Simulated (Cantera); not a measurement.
A closed system holds: 1 mol TiO₂, 0.12 mol Al₂O₃, 7.3 mol O₂, held at 0.430 bar.

These are equilibrium values from Cantera (NASA tables, ideal gas, pure condensed phases), not measurements of a reactor. Candidate condensed phases: Al, Al₂O₃, Ti, TiO, TiO₂, Ti₂O₃, Ti₃O₅, Ti₄O₇; 12 gas species. Mutual solubility and eutectic melting of coexisting phases are not modelled. Condensed phases not in the tables: mixed aluminates and titanates, alloys, solid solutions and most ternary compounds. Rates play no part.

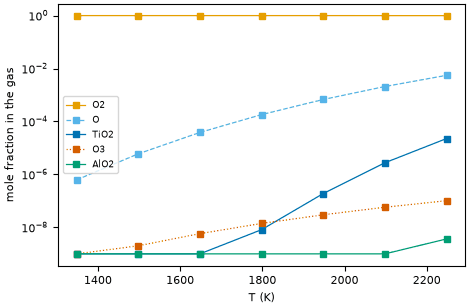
Figure. Equilibrium gas composition (values under 1e-9 drawn at 1e-9)

### Question
Read off the mole fractions at 1948 K.

### Answer
O₂ about 1.00, O about 0.00068, TiO₂ about 1.9e-7, O₃ about 3.0e-8.
